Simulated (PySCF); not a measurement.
SMILES F[Si](Cl)(Cl)Br at its B3LYP/def2-SVP optimised geometry (Å):

```
5

F     -1.1607    -1.6726    -1.3529
Si    -0.6640    -0.9569     0.0000
Cl     1.3792    -0.9569     0.0000
Cl    -1.3792     0.9569     0.0000
Br    -1.4529    -2.0939     1.7130
```

Computed with B3LYP/def2-TZVP (PySCF). Cells within 0.4 Å of a nucleus heavier than hydrogen are left out (blank, or x).

Map of the deformation density (molecule minus spherical neutral atoms) (e/bohr³) on the plane z = 0.0 Å:

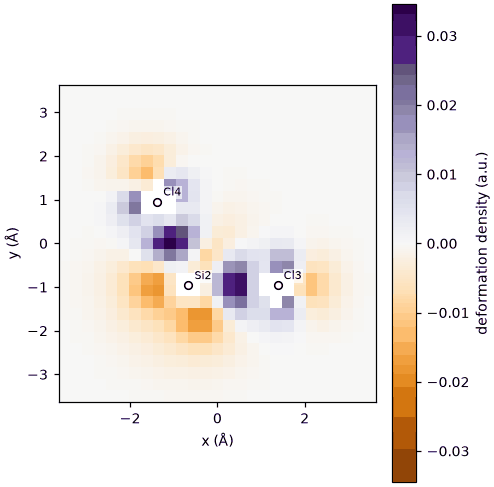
Deformation density (molecule minus spherical neutral atoms) (e/bohr³) on the plane z = 0.0 Å.
